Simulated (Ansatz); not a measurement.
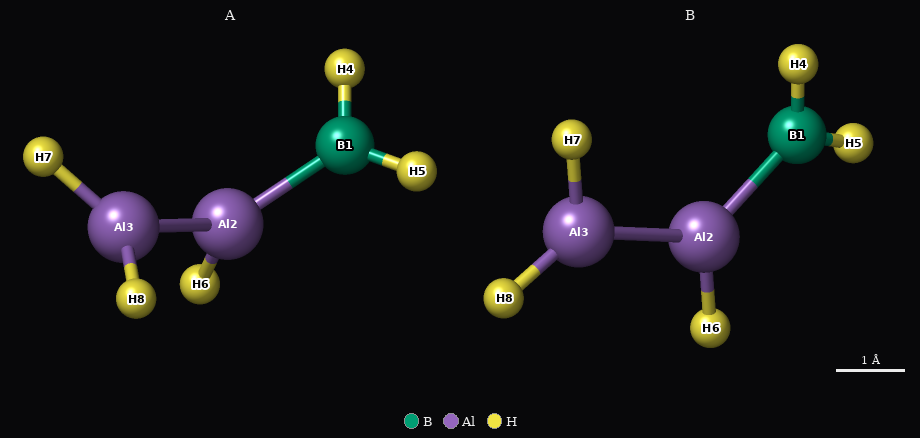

Two geometries of Al₂BH₅, drawn at one scale. One is the start of a relaxation, the other its converged end. The picture is a ball-and-stick view, seen from a free direction.

Level of theory: UKS r2SCAN-D4/def2-mTZVP (Ansatz). (collinear spin; force threshold 0.02 eV/Å; at most 50 steps)

Which one is relaxed?

Answer. Structure A is the relaxed one. The run prepares an end point of a later path (hydrogen shift) calculation, from a guessed geometry. The energy falls by 11.8 kcal/mol in 20 accepted moves (23 points after the start). The largest force component goes from 0.57 to 0.0074 eV/Å. The line search rejected the trial steps at points 11, 19, 22 of the run. H8 moves most after the best rigid fit: 1.55 Å. By element the largest moves are H 1.55 Å, Al 0.39 Å, B 0.24 Å. Among the contacts that change: Al2–Al3 2.566 → 2.588 Å, B1–H4 1.181 → 1.200 Å, Al3–H8 1.581 → 1.599 Å, Al2–H6 1.591 → 1.605 Å. Bond angles that change, for instance: Al2–Al3–H8 136.0° → 122.1°, Al2–Al3–H7 114.7° → 121.9°, H7–Al3–H8 109.3° → 116.0°. Groups turn about B1–Al2 by about 90°, Al2–Al3 by about 90°. Cost: 77 s on 2 threads of Arm Neoverse V2 (shared host), peak memory 0.21 GiB.
